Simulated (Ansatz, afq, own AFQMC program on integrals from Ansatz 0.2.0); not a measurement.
# AlBH2 (triplet): AFQMC on the coupled-cluster ladder at distance B1–Al2 = 2.079 Å, cc-pVDZ, part 1 of 2

Aim: compute AlBH2 (triplet) with auxiliary-field quantum Monte Carlo on the same integrals as coupled cluster, and set the energies side by side.

Computed with Ansatz 0.2.0, Gaussian basis, and an in-house AFQMC program (afq) on its integrals; all values are calculated. Level: cc-pVDZ, frozen cores.

The runs, in order: PBE (unrestricted); r2SCAN (unrestricted); PBE0 (unrestricted); B3LYP (unrestricted); wB97M-V (unrestricted); B2PLYP (unrestricted); CCSD(T) on UHF; CCSDT(Q) on UHF; Phaseless AFQMC, CISD trial on UHF; Phaseless AFQMC, single-determinant trial on UHF; Free-projection AFQMC, CISD trial on UHF.

1 further run of the same task is left out (it didn't finish).

## Step 1: What is computed

The geometry derives from a PBE0/def2-TZVP stationary point (not a proven minimum). One bond is set to the value named and the two fragments are kept rigid.

4 atoms, charge 0, spin multiplicity 3.

Atoms are counted from 1 here; the program's logs count them from 0.

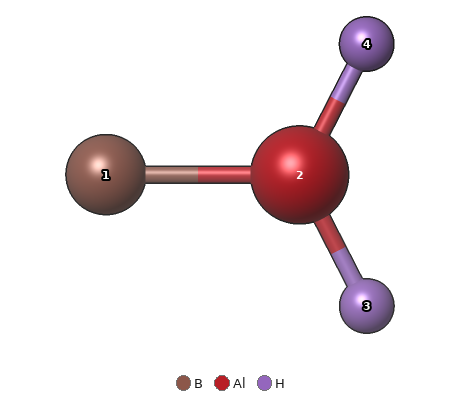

The geometry (boron brown, aluminium red, hydrogen purple); atoms are numbered from 1 in the order of the file.

Coordinates:

```xyz
4

B     0.0000    0.0000    1.5511
Al    0.0000    0.0000   -0.5282
H     0.0000   -1.4113   -1.2487
H     0.0000    1.4113   -1.2487
```

## Step 2: PBE (unrestricted)

Input file in.yaml:

```yaml
crystal:
  periodic: [false, false, false]
  atoms:
    - {symbol: B, position_ang: [0.000000, 0.000000, 1.551119]}
    - {symbol: Al, position_ang: [0.000000, 0.000000, -0.528209]}
    - {symbol: H, position_ang: [0.000000, -1.411327, -1.248716]}
    - {symbol: H, position_ang: [0.000000, 1.411327, -1.248716]}
basis:
  gaussian: {orbitals: cc-pVDZ}
magnetization: {spin_polarized: true, initial_magnetization: 2}
hamiltonian: {xc: {name: PBE}}
output: {orbitals: {seedname: orbitals}}
```

On the command line:

```bash
$ ansatz run in.yaml --threads 1 --pin off --events-out ev --progress --plain --max-ram 1382MiB
```

What it wrote:

```text
Functional definition: PBE
  name "PBE"
  cite "Perdew, Burke & Ernzerhof, Phys. Rev. Lett. 77, 3865 (1996) doi:10.1103/PhysRevLett.77.3865"
  parent pbe
  parameter kappa = 0.804
  parameter beta = 0.06672455060314922
  exchange = pbe_x(kappa = kappa, mu = beta*pi^2/3)
  correlation = pbe_c(beta = beta)
523 factors; their error is unknown
mean field evaluation 1: about -7294.7480 eV, gradient 9.0e0 eV
mean field evaluation 2: about -7295.2805 eV, gradient 4.9e0 eV
mean field evaluation 4: about -7295.5633 eV, gradient 4.1e-1 eV
mean field evaluation 8: about -7295.5327 eV, gradient 4.5e-2 eV
mean field evaluation 16: about -7293.9700 eV, gradient 3.0e0 eV
mean field evaluation 32: about -7295.5291 eV, gradient 5.6e-1 eV
mean field -7295.53273688 eV, -268.1058829906 hartree, gradient 5.1e-5 eV, S^2 2.002872; 4 other end points of the search recorded, 0 dependent functions left out
reference -7295.53277446 eV, -268.1058843718 hartree; 11, 9 occupied and 31, 33 virtual orbitals, 523 factors
Total energy: -7295.53277446 eV, -268.1058843718 hartree
```

Wall time 1.4 s (1 thread of Intel Xeon Platinum 8488C (Sapphire Rapids), shared host).

From the report: ⟨S²⟩ of the determinant 2.003 (pure triplet: 2.00).

## Step 3: r2SCAN (unrestricted)

Changes to in.yaml since step 2:

```diff
@@ -10,3 +10,2 @@
 magnetization: {spin_polarized: true, initial_magnetization: 2}
-hamiltonian: {xc: {name: PBE}}
-output: {orbitals: {seedname: orbitals}}
+hamiltonian: {xc: {name: r2SCAN}}
```

Launched as before.

What it wrote:

```text
Functional definition: r2SCAN
  name "r2SCAN"
  cite "Furness, Kaplan, Ning, Perdew & Sun, J. Phys. Chem. Lett. 11, 8208 (2020) doi:10.1021/acs.jpclett.0c02405"
  cite "Furness, Kaplan, Ning, Perdew & Sun, J. Phys. Chem. Lett. 11, 9248 (2020) doi:10.1021/acs.jpclett.0c03077"
  parent r2scan
  parameter k0 = 0.174
  parameter k1 = 0.065
  parameter a1 = 4.9479
  exchange = r2scan_x(k0 = k0, k1 = k1, a1 = a1)
  correlation = r2scan_c
523 factors; their error is unknown
mean field evaluation 1: about -7298.9704 eV, gradient 7.3e0 eV
mean field evaluation 2: about -7299.3708 eV, gradient 3.4e0 eV
mean field evaluation 4: about -7299.5151 eV, gradient 3.7e-1 eV
mean field evaluation 8: about -7299.4842 eV, gradient 4.5e-2 eV
mean field evaluation 16: about -7299.4842 eV, gradient 2.6e-5 eV
mean field evaluation 32: about -7299.3706 eV, gradient 9.6e-1 eV
mean field -7299.48418314 eV, -268.2510959623 hartree, gradient 2.7e-5 eV, S^2 2.004802; 4 other end points of the search recorded, 0 dependent functions left out
reference -7299.48419747 eV, -268.2510964889 hartree; 11, 9 occupied and 31, 33 virtual orbitals, 523 factors
Total energy: -7299.48419747 eV, -268.2510964889 hartree
```

Run time: 2.8 s. Hardware: 1 thread of Intel Xeon Platinum 8488C (Sapphire Rapids), shared host.

From the report: ⟨S²⟩ of the determinant 2.005 (pure triplet: 2.00).

## Step 4: PBE0 (unrestricted)

Changes to in.yaml since step 3:

```diff
@@ -10,2 +10,3 @@
 magnetization: {spin_polarized: true, initial_magnetization: 2}
-hamiltonian: {xc: {name: r2SCAN}}
+hamiltonian: {xc: {name: PBE0}}
+output: {orbitals: {seedname: orbitals}}
```

Same command.

What it wrote:

```text
Functional definition: PBE0
  name "PBE0"
  cite "Adamo & Barone, J. Chem. Phys. 110, 6158 (1999) doi:10.1063/1.478522"
  cite "Perdew, Burke & Ernzerhof, Phys. Rev. Lett. 77, 3865 (1996) doi:10.1103/PhysRevLett.77.3865"
  parent pbe
  parameter a = 0.25
  parameter kappa = 0.804
  parameter beta = 0.06672455060314922
  exchange = (1 - a)*pbe_x(kappa = kappa, mu = beta*pi^2/3) + a*exact_x
  correlation = pbe_c(beta = beta)
399 factors; integrals over basis functions are off by at most 8.9e-4 eV
mean field evaluation 1: about -7296.0078 eV, gradient 6.0e0 eV
mean field evaluation 2: about -7296.3583 eV, gradient 2.3e0 eV
mean field evaluation 4: about -7296.4331 eV, gradient 3.2e-1 eV
mean field evaluation 8: about -7296.4721 eV, gradient 3.3e-2 eV
mean field evaluation 16: about -7296.4721 eV, gradient 6.8e-5 eV
mean field -7296.47211577 eV, -268.1404045280 hartree, gradient 2.1e-5 eV, S^2 2.002887; 1 other end points of the search recorded, 0 dependent functions left out
reference -7296.47214443 eV, -268.1404055813 hartree; 11, 9 occupied and 31, 33 virtual orbitals, 399 factors
Total energy: -7296.47214443 eV, -268.1404055813 hartree
```

It took 1.1 s on 1 thread of Intel Xeon Platinum 8488C (Sapphire Rapids), shared host.

From the report: ⟨S²⟩ of the determinant 2.003 (pure triplet: 2.00).

## Step 5: B3LYP (unrestricted)

Changes to in.yaml since step 4:

```diff
@@ -10,3 +10,2 @@
 magnetization: {spin_polarized: true, initial_magnetization: 2}
-hamiltonian: {xc: {name: PBE0}}
-output: {orbitals: {seedname: orbitals}}
+hamiltonian: {xc: {name: B3LYP}}
```

Same command.

What it wrote, shortened:

```text
Functional definition: B3LYP
  name "B3LYP"
  cite "Stephens, Devlin, Chabalowski & Frisch, J. Phys. Chem. 98, 11623 (1994) doi:10.1021/j100096a001"
  cite "Becke, Phys. Rev. A 38, 3098 (1988) doi:10.1103/PhysRevA.38.3098"
  cite "Lee, Yang & Parr, Phys. Rev. B 37, 785 (1988) doi:10.1103/PhysRevB.37.785"
  cite "Vosko, Wilk & Nusair, Can. J. Phys. 58, 1200 (1980) doi:10.1139/p80-159"
[...]
399 factors; integrals over basis functions are off by at most 8.9e-4 eV
[...]
mean field -7301.39029095 eV, -268.3211441322 hartree, gradient 3.0e-5 eV, S^2 2.002336; 1 other end points of the search recorded, 0 dependent functions left out
reference -7301.39050970 eV, -268.3211521714 hartree; 11, 9 occupied and 31, 33 virtual orbitals, 399 factors
Total energy: -7301.39050970 eV, -268.3211521714 hartree
```

It took 0.93 s on 1 thread of Intel Xeon Platinum 8488C (Sapphire Rapids), shared host.

From the report: ⟨S²⟩ of the determinant 2.002 (pure triplet: 2.00).

## Step 6: wB97M-V (unrestricted)

Changes to in.yaml since step 5:

```diff
@@ -10,2 +10,3 @@
 magnetization: {spin_polarized: true, initial_magnetization: 2}
-hamiltonian: {xc: {name: B3LYP}}
+hamiltonian: {xc: {name: wB97M-V}}
+output: {orbitals: {seedname: orbitals}}
```

Launched as before.

What it wrote, shortened:

```text
Functional definition: wB97M-V
  name "wB97M-V"
  cite "Mardirossian & Head-Gordon, J. Chem. Phys. 144, 214110 (2016) doi:10.1063/1.4952647"
  cite "Becke, J. Chem. Phys. 107, 8554 (1997) doi:10.1063/1.475007"
  cite "Vydrov & Van Voorhis, J. Chem. Phys. 133, 244103 (2010) doi:10.1063/1.3521275"
  # Of w^i u^j: cxij and so on, Table III.
[...]
  gx(w, u) = 1 - cx + cx01*u + cx10*w
  gss(w, u) = css00 + css04*u^4 + css10*w + css20*w^2 + css43*w^4*u^3
  gos(w, u) = cos00 + cos10*w + (cos20 + cos21*u)*w^2 + (cos60 + cos61*u)*w^6
[...]
      + integral(e_c_pw_mod_opposite_spin*gos(b97_w_opposite, b97_u_opposite)) + vv10(b, c)
399 factors; integrals over basis functions are off by at most 8.9e-4 eV
151 factors; integrals over basis functions are off by at most 1.1e-5 eV
[...]
mean field -7299.53878615 eV, -268.2531025858 hartree, gradient 6.5e-6 eV, S^2 2.001084; 2 other end points of the search recorded, 0 dependent functions left out
reference -7299.53882827 eV, -268.2531041339 hartree; 11, 9 occupied and 31, 33 virtual orbitals, 399 factors
Total energy: -7299.53882827 eV, -268.2531041339 hartree
```

Run time: 3.9 s. Hardware: 1 thread of Intel Xeon Platinum 8488C (Sapphire Rapids), shared host.

From the report: ⟨S²⟩ of the determinant 2.001 (pure triplet: 2.00).

## Step 7: B2PLYP (unrestricted)

Changes to in.yaml since step 6:

```diff
@@ -10,3 +10,3 @@
 magnetization: {spin_polarized: true, initial_magnetization: 2}
-hamiltonian: {xc: {name: wB97M-V}}
-output: {orbitals: {seedname: orbitals}}
+hamiltonian: {xc: {name: B2PLYP}}
+correlation: {electrons: outside_noble_gas}
```

Launched as before.

What it wrote, shortened:

```text
Functional definition: B2PLYP
  name "B2PLYP"
  cite "Grimme, J. Chem. Phys. 124, 034108 (2006) doi:10.1063/1.2148954"
  cite "Becke, Phys. Rev. A 38, 3098 (1988) doi:10.1103/PhysRevA.38.3098"
  cite "Lee, Yang & Parr, Phys. Rev. B 37, 785 (1988) doi:10.1103/PhysRevB.37.785"
[...]
399 factors; integrals over basis functions are off by at most 8.9e-4 eV
[...]
mean field -7295.46543163 eV, -268.1034095685 hartree, gradient 7.1e-6 eV, S^2 2.003442; 2 other end points of the search recorded, 0 dependent functions left out
6 core orbitals not correlated: weight in the atoms' cores, before any rotation towards them, 1.000 or more for the frozen orbitals, at most 0.000 for the correlated occupied ones
reference -7295.46557179 eV, -268.1034147191 hartree; 5, 3 occupied and 31, 33 virtual orbitals, 399 factors
second order -3.60504527 eV of doubles, -0.00000000 eV of singles
Total energy: -7296.43893401 eV, -268.1391851210 hartree
```

It took 1.4 s on 1 thread of Intel Xeon Platinum 8488C (Sapphire Rapids), shared host.

From the report: ⟨S²⟩ of the determinant 2.003 (pure triplet: 2.00).

## Step 8: CCSD(T) on UHF

Changes to in.yaml since step 7:

```diff
@@ -10,3 +10,2 @@
 magnetization: {spin_polarized: true, initial_magnetization: 2}
-hamiltonian: {xc: {name: B2PLYP}}
-correlation: {electrons: outside_noble_gas}
+correlation: {method: ccsd_t, electrons: outside_noble_gas, hamiltonian_folder: ham}
```

Same command.

What it wrote, shortened:

```text
Functional definition: HF
  name "HF"
  cite "Fock, Z. Phys. 61, 126 (1930) doi:10.1007/BF01340294"
  parent pbe
[...]
399 factors; integrals over basis functions are off by at most 8.9e-4 eV
[...]
mean field -7282.43222720 eV, -267.6244481397 hartree, gradient 3.0e-6 eV, S^2 2.005190; 7 other end points of the search recorded, 0 dependent functions left out
determinant -7282.43222720 eV, -267.6244481397 hartree, with singles and doubles -7286.14843922 eV, -267.7610164125 hartree
determinant -7281.95305159 eV, -267.6068387607 hartree, with singles and doubles -7285.56226143 eV, -267.7394747761 hartree
determinant -7280.80303477 eV, -267.5645764221 hartree, with singles and doubles -7284.53826771 eV, -267.7018437008 hartree
6 core orbitals not correlated: weight in the atoms' cores, before any rotation towards them, 1.000 or more for the frozen orbitals, at most 0.000 for the correlated occupied ones
reference -7282.43222720 eV, -267.6244481397 hartree; 5, 3 occupied and 31, 33 virtual orbitals, 399 factors
second order -2.75610918 eV of doubles, -0.00000000 eV of singles
cycle   1  -3.71616089 eV  change    5.1e-5 eV  update   8.7e-4
[...]
cycle   8  -3.71626757 eV  change    1.2e-6 eV  update   2.0e-6
perturbative correction -0.09092177 eV, -0.0033413136 hartree
Total energy: -7286.23941655 eV, -267.7643597676 hartree
```

Run time: 1.7 s. Hardware: 1 thread of Intel Xeon Platinum 8488C (Sapphire Rapids), shared host.

From the report: ⟨S²⟩ of the determinant 2.005 (pure triplet: 2.00); correlation -3.8072 eV; T1 0.028; largest double amplitude 0.06.

This run also writes the integrals to the folder ham.

(Continued in part 2 of 2.)
